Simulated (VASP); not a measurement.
Band structure of MgCdTe$_{2}$ (space group P-4m2). Calculation: LDA (Ceperley-Alder, Perdew-Zunger), VASP's LDA PAW potentials (set 64) (plane waves; VASP).

Unless said otherwise, spin-orbit coupling is left out, though it shifts the bands of the heavy elements here.

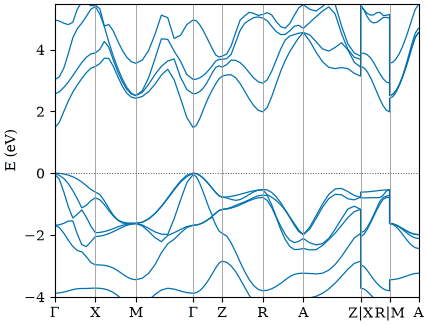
Figure: Bands along high-symmetry lines, zero at the valence-band maximum or, without a gap, the Fermi level

Task: Read the plot: is there a gap, and where are the band edges?

Result: The gap is direct, 1.47 eV, from the valence maximum at Γ to the conduction minimum at Γ. (Edges off the drawn lines would not show.)

The structure comes from a computed database's MgCdTe2 entry (P-4m2); how it stands against other phases isn't given here. It was relaxed first, which changed the volume by -6 %.
